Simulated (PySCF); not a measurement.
**CH₆Al₂Cl₂: electronic excitations at several levels of theory, part 1 of 2**

How much do the electronic excitations of CH₆Al₂Cl₂ (`[CH3][AlH-]1[Cl+][AlH2-][Cl+]1`) depend on the level of theory, and what does each level cost?

Computed with PySCF 2.14.0, with density-fitted response routines of our own, on a single molecule in the gas phase. Atoms are numbered from 0 throughout.

### Step 1. The molecule as given

11 atoms, charge 0, multiplicity 1; geometry from: GFN2-xTB.

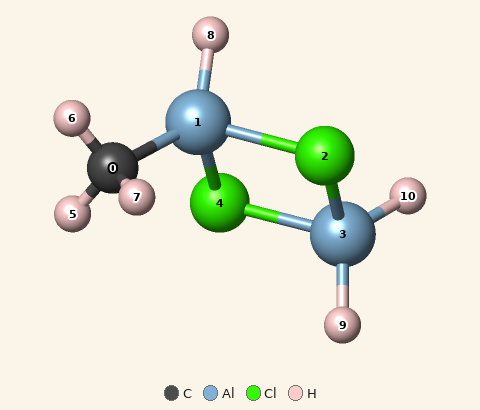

The starting geometry (carbon dark grey, aluminium light blue, chlorine green, hydrogen pink), atoms numbered.

### Step 2. Optimising the geometry at PBE0-D3(BJ)/def2-SVP

Job settings and geometry (Å):

```
{"job": {"xc": "PBE0", "basis": "def2-SVP", "d3": "d3bj", "grid": 1, "kind": "geom"}, "charge": 0, "multiplicity": 1}
C     -2.093263    -0.400080    -0.097128
Al    -0.547140     0.833100    -0.062087
Cl     0.964200     0.209353     1.457254
Al     2.394878    -0.287751    -0.106166
Cl     0.954145     0.322781    -1.625852
H     -2.205594    -0.950606    -1.038743
H     -3.018031     0.170560     0.029853
H     -2.089018    -1.156099     0.697494
H     -0.473211     2.369202    -0.000159
H      2.551188    -1.820912    -0.162431
H      3.567270     0.713123    -0.078077
```

Log:

```text
step   0  E = -1446.07887258  max force = 0.036622
step   1  E = -1446.09160634  max force = 0.004749
step   2  E = -1446.09190656  max force = 0.002866
step   3  E = -1446.09200367  max force = 0.000945
step   4  E = -1446.09201257  max force = 0.000383
optimisation converged
```

Run time: 25 s. Hardware: 1 thread, shared host.

Step by step:

| step | energy from step 0 (eV) | largest force component (eV/Å) |
| --- | --- | --- |
| 0 | 0.0000 | 1.8832 |
| 1 | -0.3465 | 0.2442 |
| 2 | -0.3547 | 0.1474 |
| 3 | -0.3573 | 0.0486 |
| 4 | -0.3576 | 0.0197 |

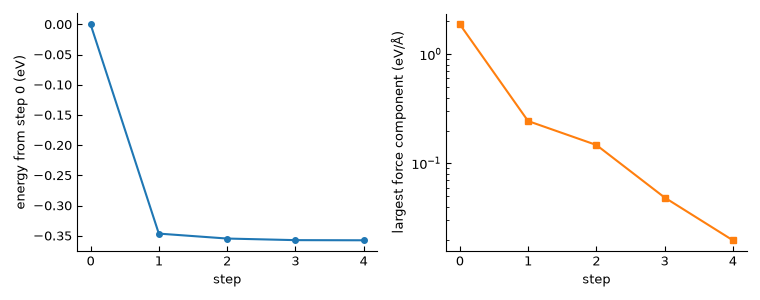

Energy and largest force along the relaxation.

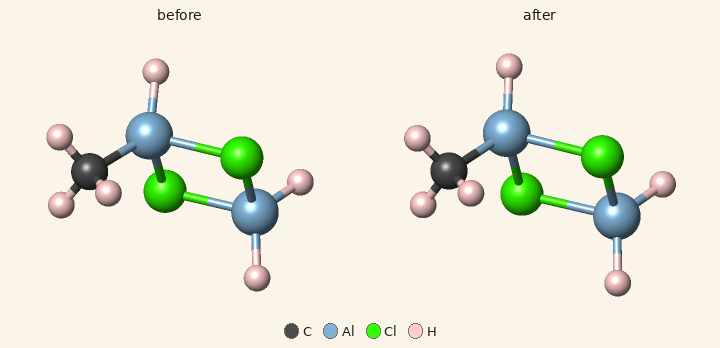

Before and after, at one scale.

Close pairs (by a distance rule), those that changed most:

```
   bond  before (Å)  after (Å)  change (Å)
Cl2–Al3       2.177      2.311      +0.134
Al3–Cl4       2.181      2.308      +0.127
Al1–Cl4       2.227      2.333      +0.106
Al1–Cl2       2.232      2.332      +0.100
 Al1–H8       1.539      1.578      +0.039
 Al3–H9       1.542      1.578      +0.035
Al3–H10       1.542      1.577      +0.035
 C0–Al1       1.978      1.945      -0.033
```

The end geometry stands in the next job.

```csv
at the end point,value
point group (found at 0.08 Å tolerance),C1
"rotational constants (GHz, main isotopes)","2.278, 1.645, 1.099"
dipole moment (D),0.96
```

### Step 3. Excited states and response: HF/def2-SVPD

Job settings and geometry (Å):

```
{"job": {"kind": "uv", "xc": "HF", "basis": "def2-SVPD", "ip": true}, "charge": 0, "multiplicity": 1}
C     -2.088027    -0.363395    -0.111325
Al    -0.604754     0.893525    -0.064352
Cl     0.929772     0.212043     1.553511
Al     2.452295    -0.363316    -0.086585
Cl     0.939224     0.286267    -1.704429
H     -2.120718    -0.901947    -1.072296
H     -3.054555     0.149519     0.018663
H     -1.997844    -1.119818     0.684704
H     -0.632718     2.470632    -0.017729
H      2.566283    -1.936210    -0.126881
H      3.631576     0.682766    -0.057432
```

Method: TDDFT HF/def2-SVPD, vertical, gas phase, core orbitals frozen in the response.

Log:

```text
final grid: 90712 points
cycle   1  E = -1443.8600197377  dE =  2.535e-02  |g| = 3.458e-01  |ddm| = 3.286e+00
cycle   2  E = -1443.9089398172  dE = -4.892e-02  |g| = 1.072e-01  |ddm| = 8.160e-01
cycle   3  E = -1443.9135716644  dE = -4.632e-03  |g| = 3.604e-02  |ddm| = 2.656e-01
cycle   4  E = -1443.9141671259  dE = -5.955e-04  |g| = 3.932e-03  |ddm| = 1.011e-01
cycle   5  E = -1443.9141791270  dE = -1.200e-05  |g| = 1.102e-03  |ddm| = 1.392e-02
cycle   6  E = -1443.9141800193  dE = -8.923e-07  |g| = 3.586e-04  |ddm| = 3.248e-03
cycle   7  E = -1443.9141801172  dE = -9.789e-08  |g| = 7.914e-05  |ddm| = 1.003e-03
cycle   8  E = -1443.9141801221  dE = -4.905e-09  |g| = 1.650e-05  |ddm| = 2.610e-04
cycle   9  E = -1443.9141801222  dE = -1.476e-10  |g| = 4.754e-06  |ddm| = 4.462e-05
converged SCF energy = -1443.9141801222

Static polarisability (au): isotropic 84.856, principal 78.929 81.033 94.604

Singlet excitations
state   eV       nm        f      main configurations
  1   7.7267    160.5   0.00218   H->L+2 0.56, H-1->L+4 0.13, H-1->L+2 0.10
  2   7.9700    155.6   0.00352   H-1->L+2 0.47, H->L+4 0.27
  3   8.4294    147.1   0.11870   H->L 0.34, H->L+1 0.16, H-1->L+3 0.15
  4   8.5384    145.2   0.06437   H->L+3 0.34, H-1->L+1 0.15, H-1->L+3 0.14
  5   8.9808    138.1   0.03019   H->L+1 0.21, H->L 0.21, H-1->L+1 0.18
  6   9.0112    137.6   0.00189   H-2->L+2 0.66
  7   9.2455    134.1   0.20597   H-1->L+1 0.17, H-1->L 0.12, H-1->L+3 0.11
  8   9.3636    132.4   0.27530   H->L+5 0.33, H->L 0.11, H-2->L 0.10
  9   9.8243    126.2   0.17493   H-3->L+2 0.37, H->L+6 0.20
 10   9.9847    124.2   0.29980   H-4->L+2 0.36, H-2->L+4 0.21

Triplet excitations (Tamm-Dancoff, eV): 6.9168 7.1292 7.4425 7.5933
Vertical ionisation energy (delta-SCF) = 9.8668 eV
```

It took 18 s on 1 thread, shared host.

Frontier orbitals and where they lie:

```
orbital      eV                         atoms
 HOMO−3  -13.50            Cl2 46 %, Cl4 45 %
 HOMO−2  -12.60   H8 17 %, Cl2 16 %, Cl4 16 %
 HOMO−1  -11.88   Al3 27 %, H9 21 %, H10 19 %
   HOMO  -11.31    C0 25 %, Al1 18 %, H8 15 %
   LUMO    1.66   Al1 56 %, Al3 12 %, Cl2 9 %
 LUMO+1    1.80    Al3 62 %, Cl4 9 %, Cl2 8 %
 LUMO+2    1.82  Al3 24 %, Cl2 21 %, Cl4 20 %
```

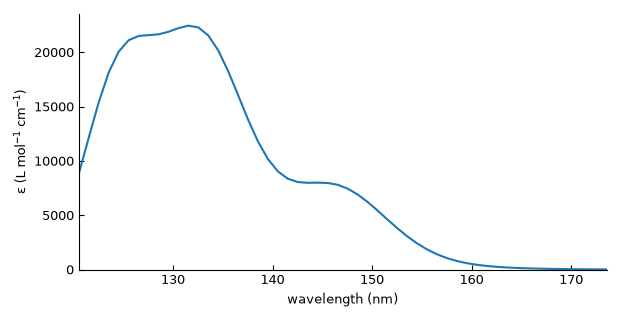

Absorption spectrum: each of the 10 states is a Gaussian band of 0.4 eV half-width at 1/e. Beyond the last state computed it falls off for lack of states.

Further results of this job:

```csv
property,computed
dipole moment (D),0.86
polarisability (Å³),12.57
HOMO–LUMO gap (eV),12.97
−ε(HOMO) (eV),11.31
```

### Step 4. Excited states and response: LDA/def2-SVPD

Same as in step 3 but for these lines:

```diff
@@ -1,2 +1,2 @@
-{"job": {"kind": "uv", "xc": "HF", "basis": "def2-SVPD", "ip": true}, "charge": 0, "multiplicity": 1}
+{"job": {"kind": "uv", "xc": "LDA", "basis": "def2-SVPD", "ip": true}, "charge": 0, "multiplicity": 1}
 C     -2.088027    -0.363395    -0.111325
```

With the program's defaults for keys left out, this is: TDDFT LDA/def2-SVPD, vertical, gas phase, core orbitals frozen in the response.

Log:

```text
coarse grid: 11304 points
cycle   1  E = -1440.9609687752  dE =  8.214e-03  |g| = 5.413e-01  |ddm| = 3.705e+00
cycle   2  E = -1440.8300395692  dE =  1.309e-01  |g| = 8.387e-01  |ddm| = 1.687e+00
cycle   3  E = -1441.0397937122  dE = -2.098e-01  |g| = 9.679e-02  |ddm| = 1.131e+00
cycle   4  E = -1441.0428145080  dE = -3.021e-03  |g| = 2.768e-02  |ddm| = 1.924e-01
cycle   5  E = -1441.0429975308  dE = -1.830e-04  |g| = 8.686e-03  |ddm| = 5.720e-02
cycle   6  E = -1441.0430236225  dE = -2.609e-05  |g| = 1.514e-03  |ddm| = 1.676e-02
cycle   7  E = -1441.0430242908  dE = -6.683e-07  |g| = 4.419e-04  |ddm| = 2.610e-03
final grid: 90712 points
cycle   8  E = -1441.1966057356  dE = -1.215e-05  |g| = 2.806e-03  |ddm| = 4.167e-02
cycle   9  E = -1441.1966013633  dE =  4.372e-06  |g| = 4.862e-03  |ddm| = 7.921e-03
cycle  10  E = -1441.1966078026  dE = -6.439e-06  |g| = 2.239e-04  |ddm| = 5.405e-03
cycle  11  E = -1441.1966078185  dE = -1.593e-08  |g| = 7.749e-05  |ddm| = 4.970e-04
cycle  12  E = -1441.1966078206  dE = -2.043e-09  |g| = 1.334e-05  |ddm| = 1.397e-04
cycle  13  E = -1441.1966078206  dE = -6.412e-11  |g| = 3.655e-06  |ddm| = 2.611e-05
converged SCF energy = -1441.1966078206

Static polarisability (au): isotropic 98.959, principal 91.526 92.224 113.126

Singlet excitations
state   eV       nm        f      main configurations
  1   5.2294    237.1   0.00041   H->L 1.00
  2   5.6718    218.6   0.00012   H-1->L 0.99
  3   6.0737    204.1   0.00291   H->L+1 0.99
  4   6.3616    194.9   0.00327   H->L+2 0.96
  5   6.3872    194.1   0.00009   H-2->L 0.99
  6   6.5434    189.5   0.00317   H-1->L+1 0.95
  7   6.6512    186.4   0.00089   H->L+4 0.95
  8   6.7253    184.4   0.02320   H->L+3 0.51, H-1->L+2 0.35
  9   6.8065    182.2   0.04083   H-1->L+2 0.60, H->L+3 0.24, H->L+5 0.08
 10   6.9191    179.2   0.00540   H-3->L 0.77, H->L+5 0.18

Triplet excitations (Tamm-Dancoff, eV): 5.0843 5.4674 5.9592 6.2000
Vertical ionisation energy (delta-SCF) = 9.4228 eV
Vertical electron affinity (delta-SCF) = -0.1109 eV
```

It took 72 s on 1 thread, shared host.

This run: HOMO -6.98 eV, LUMO -1.82 eV; lowest singlet 5.23 eV.

### Step 5. TDDFT and polarisability: PBE/def2-SVPD

Same as in step 4 but for these lines:

```diff
@@ -1,2 +1,2 @@
-{"job": {"kind": "uv", "xc": "LDA", "basis": "def2-SVPD", "ip": true}, "charge": 0, "multiplicity": 1}
+{"job": {"kind": "uv", "xc": "PBE", "basis": "def2-SVPD", "ip": true}, "charge": 0, "multiplicity": 1}
 C     -2.088027    -0.363395    -0.111325
```

With the program's defaults for keys left out, this is: TDDFT PBE/def2-SVPD, vertical, gas phase, core orbitals frozen in the response.

Log:

```text
coarse grid: 11304 points
cycle   1  E = -1445.6560309556  dE =  2.536e-03  |g| = 5.340e-01  |ddm| = 3.740e+00
cycle   2  E = -1445.5495660591  dE =  1.065e-01  |g| = 7.868e-01  |ddm| = 1.670e+00
cycle   3  E = -1445.7348611976  dE = -1.853e-01  |g| = 9.713e-02  |ddm| = 1.090e+00
cycle   4  E = -1445.7379761943  dE = -3.115e-03  |g| = 2.341e-02  |ddm| = 1.892e-01
cycle   5  E = -1445.7381064296  dE = -1.302e-04  |g| = 8.384e-03  |ddm| = 5.038e-02
cycle   6  E = -1445.7381309148  dE = -2.449e-05  |g| = 1.313e-03  |ddm| = 1.528e-02
cycle   7  E = -1445.7381314154  dE = -5.006e-07  |g| = 3.801e-04  |ddm| = 2.328e-03
final grid: 90712 points
cycle   8  E = -1445.9544915855  dE = -1.039e-05  |g| = 8.225e-03  |ddm| = 4.740e-02
cycle   9  E = -1445.9544576940  dE =  3.389e-05  |g| = 1.375e-02  |ddm| = 2.344e-02
cycle  10  E = -1445.9545096873  dE = -5.199e-05  |g| = 7.020e-04  |ddm| = 1.523e-02
cycle  11  E = -1445.9545098437  dE = -1.564e-07  |g| = 1.163e-04  |ddm| = 1.437e-03
cycle  12  E = -1445.9545098474  dE = -3.677e-09  |g| = 2.926e-05  |ddm| = 2.296e-04
cycle  13  E = -1445.9545098477  dE = -3.085e-10  |g| = 7.006e-06  |ddm| = 5.863e-05
converged SCF energy = -1445.9545098477

Static polarisability (au): isotropic 96.996, principal 89.449 90.943 110.597

Singlet excitations
state   eV       nm        f      main configurations
  1   5.4103    229.2   0.00032   H->L 1.00
  2   5.8550    211.8   0.00004   H-1->L 0.99
  3   6.1985    200.0   0.00503   H->L+1 0.99
  4   6.5041    190.6   0.00049   H->L+2 0.96
  5   6.5445    189.4   0.00019   H-2->L 0.99
  6   6.6572    186.2   0.00525   H-1->L+1 0.95
  7   6.7851    182.7   0.00280   H->L+4 0.94
  8   6.8041    182.2   0.04311   H->L+3 0.71, H-1->L+2 0.12
  9   6.9235    179.1   0.03003   H-1->L+2 0.82, H->L+5 0.08
 10   7.0487    175.9   0.00698   H-3->L 0.54, H->L+5 0.40

Triplet excitations (Tamm-Dancoff, eV): 5.2308 5.5900 6.0569 6.2993
Vertical ionisation energy (delta-SCF) = 10.0046 eV
Vertical electron affinity (delta-SCF) = -0.2815 eV
```

Wall time 99 s (1 thread, shared host).

In short: HOMO -6.94 eV, LUMO -1.57 eV; lowest singlet 5.41 eV.

### Step 6. Excited states and response: B3LYP/def2-SVPD

Same as in step 5 but for these lines:

```diff
@@ -1,2 +1,2 @@
-{"job": {"kind": "uv", "xc": "PBE", "basis": "def2-SVPD", "ip": true}, "charge": 0, "multiplicity": 1}
+{"job": {"kind": "uv", "xc": "B3LYP", "basis": "def2-SVPD", "ip": true}, "charge": 0, "multiplicity": 1}
 C     -2.088027    -0.363395    -0.111325
```

Level: TDDFT B3LYP/def2-SVPD, vertical, gas phase, core orbitals frozen in the response.

Log:

```text
coarse grid: 11304 points
cycle   1  E = -1446.5329903638  dE = -8.203e-03  |g| = 4.532e-01  |ddm| = 3.637e+00
cycle   2  E = -1446.5139185243  dE =  1.907e-02  |g| = 5.163e-01  |ddm| = 1.214e+00
cycle   3  E = -1446.5894994666  dE = -7.558e-02  |g| = 5.196e-02  |ddm| = 6.584e-01
cycle   4  E = -1446.5902940916  dE = -7.946e-04  |g| = 1.597e-02  |ddm| = 9.859e-02
cycle   5  E = -1446.5903592270  dE = -6.514e-05  |g| = 3.482e-03  |ddm| = 2.856e-02
cycle   6  E = -1446.5903631376  dE = -3.911e-06  |g| = 6.100e-04  |ddm| = 5.951e-03
final grid: 90712 points
cycle   7  E = -1446.7561260198  dE = -1.215e-05  |g| = 3.588e-03  |ddm| = 3.776e-02
cycle   8  E = -1446.7561239679  dE =  2.052e-06  |g| = 4.448e-03  |ddm| = 1.017e-02
cycle   9  E = -1446.7561293599  dE = -5.392e-06  |g| = 3.040e-04  |ddm| = 5.460e-03
cycle  10  E = -1446.7561293837  dE = -2.377e-08  |g| = 8.061e-05  |ddm| = 5.475e-04
cycle  11  E = -1446.7561293856  dE = -1.924e-09  |g| = 9.744e-06  |ddm| = 1.396e-04
cycle  12  E = -1446.7561293857  dE = -3.115e-11  |g| = 4.083e-06  |ddm| = 2.092e-05
converged SCF energy = -1446.7561293857

Static polarisability (au): isotropic 93.426, principal 86.644 87.839 105.795

Singlet excitations
state   eV       nm        f      main configurations
  1   6.0851    203.8   0.00059   H->L 0.97
  2   6.5146    190.3   0.00026   H-1->L 0.94
  3   6.8857    180.1   0.01668   H->L+1 0.93
  4   7.1413    173.6   0.00223   H->L+2 0.70, H->L+3 0.16, H-1->L+1 0.09
  5   7.2250    171.6   0.00007   H-2->L 0.98
  6   7.2896    170.1   0.02612   H-1->L+1 0.57, H->L+2 0.20, H->L+3 0.14
  7   7.5166    164.9   0.00143   H->L+4 0.93
  8   7.5488    164.2   0.09764   H->L+3 0.60, H-1->L+1 0.25
  9   7.6429    162.2   0.11298   H-1->L+2 0.88
 10   7.7945    159.1   0.02078   H-3->L 0.97

Triplet excitations (Tamm-Dancoff, eV): 5.8405 6.1622 6.6524 6.8000
Vertical ionisation energy (delta-SCF) = 9.8790 eV
```

Wall time 96 s (1 thread, shared host).

This run: HOMO -8.00 eV, LUMO -0.98 eV; lowest singlet 6.09 eV.

### Step 7. Excited states and response: PBE0/def2-SVPD

Same as in step 6 but for these lines:

```diff
@@ -1,2 +1,2 @@
-{"job": {"kind": "uv", "xc": "B3LYP", "basis": "def2-SVPD", "ip": true}, "charge": 0, "multiplicity": 1}
+{"job": {"kind": "uv", "xc": "PBE0", "basis": "def2-SVPD", "ip": true}, "charge": 0, "multiplicity": 1}
 C     -2.088027    -0.363395    -0.111325
```

Method: TDDFT PBE0/def2-SVPD, vertical, gas phase, core orbitals frozen in the response.

Log:

```text
coarse grid: 11304 points
cycle   1  E = -1445.8913675305  dE = -1.694e-02  |g| = 3.950e-01  |ddm| = 3.546e+00
cycle   2  E = -1445.8868892651  dE =  4.478e-03  |g| = 4.125e-01  |ddm| = 1.029e+00
cycle   3  E = -1445.9345577917  dE = -4.767e-02  |g| = 3.987e-02  |ddm| = 5.240e-01
cycle   4  E = -1445.9350102405  dE = -4.524e-04  |g| = 1.274e-02  |ddm| = 7.869e-02
cycle   5  E = -1445.9350525444  dE = -4.230e-05  |g| = 2.669e-03  |ddm| = 2.310e-02
cycle   6  E = -1445.9350547861  dE = -2.242e-06  |g| = 5.006e-04  |ddm| = 4.966e-03
final grid: 90712 points
cycle   7  E = -1446.0981001487  dE = -1.163e-05  |g| = 4.730e-03  |ddm| = 3.312e-02
cycle   8  E = -1446.0980979254  dE =  2.223e-06  |g| = 5.538e-03  |ddm| = 1.163e-02
cycle   9  E = -1446.0981061781  dE = -8.253e-06  |g| = 2.878e-04  |ddm| = 6.140e-03
cycle  10  E = -1446.0981062010  dE = -2.293e-08  |g| = 4.703e-05  |ddm| = 5.558e-04
cycle  11  E = -1446.0981062016  dE = -5.796e-10  |g| = 1.329e-05  |ddm| = 8.904e-05
converged SCF energy = -1446.0981062016

Static polarisability (au): isotropic 92.803, principal 85.716 87.469 105.224

Singlet excitations
state   eV       nm        f      main configurations
  1   6.1992    200.0   0.00070   H->L 0.95
  2   6.6087    187.6   0.00045   H-1->L 0.91
  3   7.0374    176.2   0.01348   H->L+1 0.89
  4   7.2700    170.5   0.00850   H->L+2 0.63, H-1->L+1 0.17, H->L+3 0.15
  5   7.3569    168.5   0.00003   H-2->L 0.97
  6   7.4642    166.1   0.02276   H-1->L+1 0.49, H->L+2 0.29, H->L+3 0.12
  7   7.7122    160.8   0.00158   H->L+4 0.90
  8   7.7568    159.8   0.07353   H->L+3 0.53, H-1->L+1 0.18, H-1->L+2 0.13
  9   7.8110    158.7   0.17683   H-1->L+2 0.76, H->L+3 0.12
 10   8.0142    154.7   0.03025   H-3->L 0.91

Triplet excitations (Tamm-Dancoff, eV): 5.8716 6.1630 6.7102 6.8315
Vertical ionisation energy (delta-SCF) = 9.9392 eV
```

It took 98 s on 1 thread, shared host.

Key values: HOMO -8.21 eV, LUMO -0.80 eV; lowest singlet 6.20 eV.

### Step 8. TDDFT and polarisability: BHandHLYP/def2-SVPD

Same as in step 7 but for these lines:

```diff
@@ -1,2 +1,2 @@
-{"job": {"kind": "uv", "xc": "PBE0", "basis": "def2-SVPD", "ip": true}, "charge": 0, "multiplicity": 1}
+{"job": {"kind": "uv", "xc": "BHandHLYP", "basis": "def2-SVPD", "ip": true}, "charge": 0, "multiplicity": 1}
 C     -2.088027    -0.363395    -0.111325
```

Level: TDDFT BHandHLYP/def2-SVPD, vertical, gas phase, core orbitals frozen in the response.

Log:

```text
coarse grid: 11304 points
cycle   1  E = -1446.5164604101  dE = -7.715e-03  |g| = 3.468e-01  |ddm| = 3.442e+00
cycle   2  E = -1446.5369190950  dE = -2.046e-02  |g| = 2.434e-01  |ddm| = 8.576e-01
cycle   3  E = -1446.5533671571  dE = -1.645e-02  |g| = 3.062e-02  |ddm| = 3.523e-01
cycle   4  E = -1446.5536546430  dE = -2.875e-04  |g| = 1.015e-02  |ddm| = 6.435e-02
cycle   5  E = -1446.5536832493  dE = -2.861e-05  |g| = 1.860e-03  |ddm| = 1.684e-02
cycle   6  E = -1446.5536843576  dE = -1.108e-06  |g| = 2.964e-04  |ddm| = 3.439e-03
final grid: 90712 points
cycle   7  E = -1446.6604201304  dE = -6.441e-06  |g| = 1.898e-03  |ddm| = 2.425e-02
cycle   8  E = -1446.6604204613  dE = -3.310e-07  |g| = 1.564e-03  |ddm| = 5.007e-03
cycle   9  E = -1446.6604211076  dE = -6.463e-07  |g| = 1.145e-04  |ddm| = 1.997e-03
cycle  10  E = -1446.6604211116  dE = -3.986e-09  |g| = 4.631e-05  |ddm| = 2.543e-04
cycle  11  E = -1446.6604211123  dE = -7.078e-10  |g| = 5.182e-06  |ddm| = 8.328e-05
converged SCF energy = -1446.6604211123

Static polarisability (au): isotropic 89.364, principal 82.991 84.508 100.592

Singlet excitations
state   eV       nm        f      main configurations
  1   6.8214    181.8   0.00116   H->L 0.83
  2   7.1665    173.0   0.00109   H-1->L 0.74, H->L+4 0.20
  3   7.6324    162.4   0.04309   H->L+1 0.70, H-1->L+3 0.13
  4   7.8017    158.9   0.04107   H->L+3 0.49, H-1->L+1 0.29
  5   8.0211    154.6   0.00012   H-2->L 0.90
  6   8.0316    154.4   0.02518   H->L+2 0.58, H-1->L+1 0.12, H->L+1 0.12
  7   8.4098    147.4   0.22744   H-1->L+2 0.59, H->L+5 0.14, H-1->L+3 0.10
  8   8.4951    145.9   0.19250   H->L+3 0.24, H-1->L+3 0.18, H->L+5 0.17
  9   8.6916    142.6   0.00050   H->L+4 0.67, H-1->L 0.14
 10   8.7049    142.4   0.04035   H-3->L 0.68

Triplet excitations (Tamm-Dancoff, eV): 6.4228 6.6737 7.1897 7.2079
Vertical ionisation energy (delta-SCF) = 10.3661 eV
```

Run time: 77 s. Hardware: 1 thread, shared host.

In short: HOMO -9.41 eV, LUMO -0.03 eV; lowest singlet 6.82 eV.

### Step 9. Ultraviolet spectrum: CAM-B3LYP/def2-SVPD

Same as in step 8 but for these lines:

```diff
@@ -1,2 +1,2 @@
-{"job": {"kind": "uv", "xc": "BHandHLYP", "basis": "def2-SVPD", "ip": true}, "charge": 0, "multiplicity": 1}
+{"job": {"kind": "uv", "xc": "CAM-B3LYP", "basis": "def2-SVPD", "ip": true}, "charge": 0, "multiplicity": 1}
 C     -2.088027    -0.363395    -0.111325
```

Method: TDDFT CAM-B3LYP/def2-SVPD, vertical, gas phase, core orbitals frozen in the response.

Log:

```text
coarse grid: 11304 points
cycle   1  E = -1446.4756946766  dE =  6.827e-03  |g| = 3.742e-01  |ddm| = 3.426e+00
cycle   2  E = -1446.4957921347  dE = -2.010e-02  |g| = 2.888e-01  |ddm| = 9.388e-01
cycle   3  E = -1446.5183399618  dE = -2.255e-02  |g| = 3.110e-02  |ddm| = 4.017e-01
cycle   4  E = -1446.5186408170  dE = -3.009e-04  |g| = 1.313e-02  |ddm| = 7.057e-02
cycle   5  E = -1446.5186897941  dE = -4.898e-05  |g| = 2.283e-03  |ddm| = 2.149e-02
cycle   6  E = -1446.5186917259  dE = -1.932e-06  |g| = 3.187e-04  |ddm| = 4.886e-03
final grid: 90712 points
cycle   7  E = -1446.6868194872  dE = -1.066e-05  |g| = 2.464e-03  |ddm| = 2.678e-02
cycle   8  E = -1446.6868198553  dE = -3.681e-07  |g| = 2.171e-03  |ddm| = 6.199e-03
cycle   9  E = -1446.6868210641  dE = -1.209e-06  |g| = 1.561e-04  |ddm| = 2.652e-03
cycle  10  E = -1446.6868210709  dE = -6.845e-09  |g| = 5.841e-05  |ddm| = 3.235e-04
cycle  11  E = -1446.6868210720  dE = -1.103e-09  |g| = 7.892e-06  |ddm| = 1.107e-04
cycle  12  E = -1446.6868210721  dE = -3.251e-11  |g| = 1.352e-06  |ddm| = 1.964e-05
converged SCF energy = -1446.6868210721

Static polarisability (au): isotropic 91.866, principal 85.279 86.654 103.665

Singlet excitations
state   eV       nm        f      main configurations
  1   6.5428    189.5   0.00106   H->L 0.82, H-1->L+4 0.09
  2   6.8932    179.9   0.00109   H-1->L 0.72, H->L+4 0.21
  3   7.3542    168.6   0.03018   H->L+1 0.67, H-1->L+3 0.14
  4   7.5324    164.6   0.03140   H->L+3 0.48, H-1->L+1 0.29
  5   7.7504    160.0   0.00009   H-2->L 0.90
  6   7.7758    159.4   0.02574   H->L+2 0.55, H-1->L+1 0.13, H->L+1 0.13
  7   8.1497    152.1   0.27295   H-1->L+2 0.55, H->L+5 0.18
  8   8.2562    150.2   0.15245   H->L+3 0.22, H-1->L+3 0.20, H->L+5 0.15
  9   8.3515    148.5   0.01550   H-3->L 0.76
 10   8.5110    145.7   0.00020   H->L+4 0.59, H-1->L 0.13, H-1->L+4 0.08

Triplet excitations (Tamm-Dancoff, eV): 6.1736 6.4370 6.9729 7.0195
Vertical ionisation energy (delta-SCF) = 10.3593 eV
```

It took 2 min on 1 thread, shared host.

This run: HOMO -9.58 eV, LUMO 0.10 eV; lowest singlet 6.54 eV.

(Continued in part 2 of 2.)
